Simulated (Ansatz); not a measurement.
A series of calculations on TaPH4OClF3

**1. Relaxation**

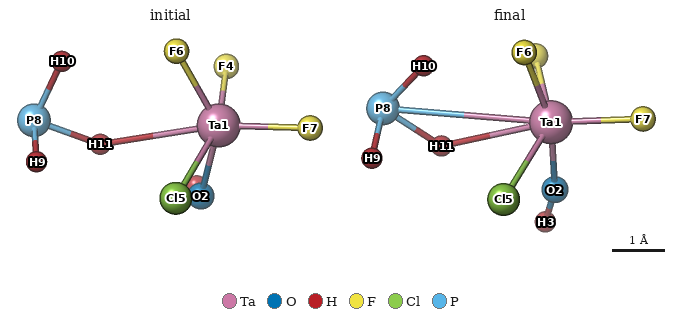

The structure of TaPH₄OClF₃ before (left) and after (right) a relaxation, at one scale.

Style: ball-and-stick. Shown from a free direction.

The run prepares an end point of a later path (reaction) calculation, from a guessed geometry.

The calculation used RKS LDA/def2-SVP (Ansatz). Settings: no spin polarisation; force threshold 0.03 eV/Å; at most 50 steps.

> What changed between the two?

The atom that moves furthest after the best rigid fit is H3 (0.74 Å). By element the largest moves are H 0.74 Å, F 0.64 Å, Cl 0.32 Å, O 0.31 Å, P 0.29 Å, Ta 0.19 Å. Near-neighbour distances that change, for instance: Ta1–H10 3.319 → 2.729 Å, Ta1–P8 3.716 → 3.377 Å, Ta1–H11 2.664 → 2.525 Å, Ta1–O2 1.965 → 1.875 Å. Among the angles between lasting bonds that change: Ta1–O2–H3 123.0° → 166.1°, O2–Ta1–F6 141.2° → 165.7°, F4–Ta1–Cl5 162.9° → 147.1°. The energy falls by 17.7 kJ/mol in 19 accepted moves (20 points after the start). Largest force component: 1.7 eV/Å at the start, 0.023 eV/Å at the end. The line search rejected the trial step at point 9 of the run. Cost: 61 s on 4 threads of Intel(R) Xeon(R) Platinum 8259CL CPU @ 2.50GHz (Skylake/Cascade Lake), with other jobs on the host, peak memory 0.26 GiB.

Limits of the set-up: the start holds two separate molecules, 2.2 Å apart at their closest, whose relative position is a soft coordinate and is computed without a dispersion correction.

**2. Relaxation**

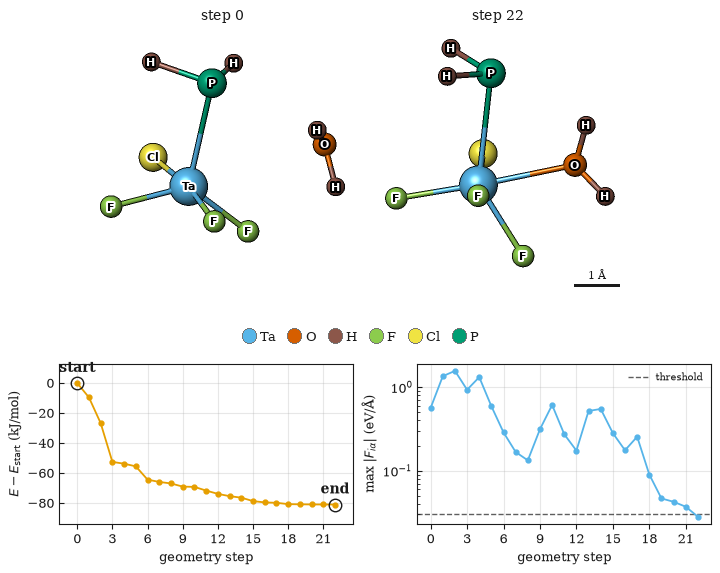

First and last geometry of a relaxation of TaPH$_{4}$OClF$_{3}$, with the history of the run. The picture is a ball-and-stick view, seen at a tilt.

The run prepares an end point of a later path (reaction) calculation, from a guessed geometry.

All numbers below come from RKS LDA/def2-SVP in Ansatz 0.2.0.

The input:
```yaml
crystal:
  periodic: [false, false, false]
  atoms:
    - { symbol: Ta, position_ang: [-0.401084, 0.389915, -0.450715] }
    - { symbol: O, position_ang: [2.756714, -0.094633, -0.199108] }
    - { symbol: H, position_ang: [2.579037, -0.679866, 0.567068] }
    - { symbol: F, position_ang: [0.07829, 0.78956, 1.326971] }
    - { symbol: Cl, position_ang: [-1.220889, -0.301459, -2.502662] }
    - { symbol: F, position_ang: [-2.011791, 1.238899, -0.114217] }
    - { symbol: F, position_ang: [0.14855, -1.359555, -0.115837] }
    - { symbol: P, position_ang: [1.23929, 2.087065, -1.319495] }
    - { symbol: H, position_ang: [1.604482, 1.255063, -2.435126] }
    - { symbol: H, position_ang: [0.220871, 2.811836, -2.04965] }
    - { symbol: H, position_ang: [2.93803, 0.794973, 0.20337] }
basis:
  gaussian: { orbitals: def2-SVP }
hamiltonian:
  xc: lda
relax:
  f_tol: 0.03
  max_steps: 50
output:
  orbitals: {}
```

Launched with:
```bash
ansatz run input.yaml --threads 4 --pin off --max-ram 5120MiB --backend cpu --events-out ev --progress --plain --runs-dir out
```

Question: Did the run converge, and what did it change?

Answer: It converged. The energy falls by 81.0 kJ/mol in 22 geometry steps. Largest force component: 0.57 eV/Å at the start, 0.028 eV/Å at the end. The atom that moves furthest after the best rigid fit is H9 (1.33 Å). Largest moves by element: H 1.33 Å, Cl 1.23 Å, F 0.81 Å, O 0.74 Å, Ta 0.33 Å, P 0.31 Å. Some distances before and after: Ta1–O2 3.205 → 2.210 Å, Ta1–H11 3.427 → 2.807 Å, Ta1–H3 3.326 → 2.860 Å, Ta1–P8 2.515 → 2.585 Å. New bonds form, among them: Ta1–O2 (3.20 → 2.21 Å). Among the angles between lasting bonds that change: F7–Ta1–P8 120.2° → 141.8°, F6–Ta1–F7 130.9° → 112.1°, H3–O2–H11 104.5° → 114.8°. Groups turn about Ta1–P8 by about 80°. The run took 63 s on 4 threads of Intel(R) Xeon(R) Platinum 8259CL CPU @ 2.50GHz (Skylake/Cascade Lake) (shared host), peak memory 0.25 GiB.

Limits of the set-up: the start holds two separate molecules, 2.6 Å apart at their closest, whose relative position is a soft coordinate and is computed without a dispersion correction.

**3. Path**

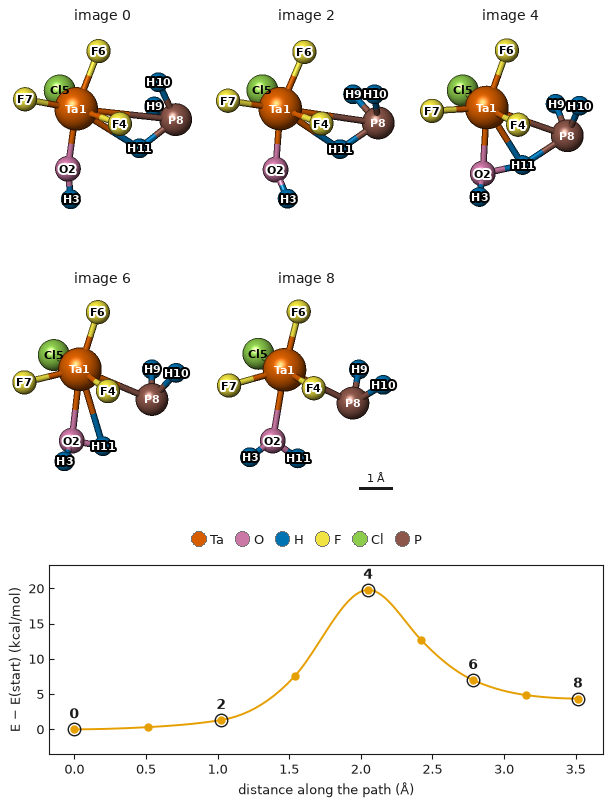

A nudged-elastic-band calculation for TaPH4OClF3. Images are numbered from 0 (start) to 8 (end). Style: ball-and-stick. Shown at a tilt.

These are results of RKS LDA/def2-SVP (Ansatz 0.2.0), not measurements. Set-up: 7 movable images; climbing image; force threshold 0.05 eV/Å; iteration limit 60; starting path through a guess of the saddle point.

Question: Describe the mechanism and the energy profile.

Answer: The energy climbs by 19.8 kcal/mol to image 4 and then falls by 15.4 kcal/mol, so the end point sits at +4.4 kcal/mol. A hydrogen atom shifts from one atom to another. Breaking: P8–H11 (1.45 → 1.68 at the top → 2.42 Å). Forming: O2–H11 (2.38 → 1.30 at the top → 0.99 Å). The band converged in 21 iterations, with a climbing image at the top. At the top, the vibrational analysis gives one imaginary mode (855i cm⁻¹), as a transition state must have.

Cost: 5.7 min on 4 threads of Intel(R) Xeon(R) Platinum 8259CL CPU @ 2.50GHz (Skylake/Cascade Lake) (shared host), peak memory 0.28 GiB.
